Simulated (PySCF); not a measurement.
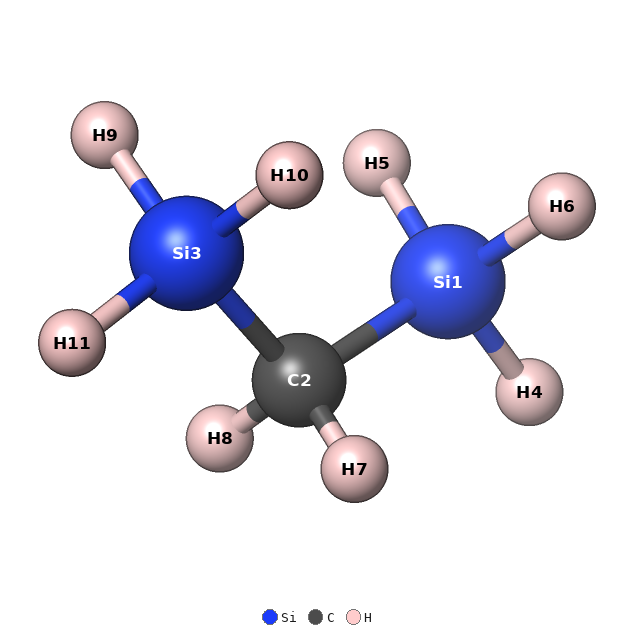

Computed geometry: PBE0-D3(BJ)/def2-SVP optimisation. No frequency run is at hand to confirm it as a minimum. Properties computed with delta-SCF UKS SCAN, pcX-2 on the ionised atom, pcseg-1 elsewhere, spin-free X2C (PySCF 2.14.0).

Give the core-electron binding energies (to vacuum; p and d levels without spin–orbit splitting) of Si1 1s, Si1 2p, C2 1s.

```
atom  level  binding energy (eV)
 Si1     1s               1846.5
 Si1     2p                106.9
  C2     1s                290.1
```
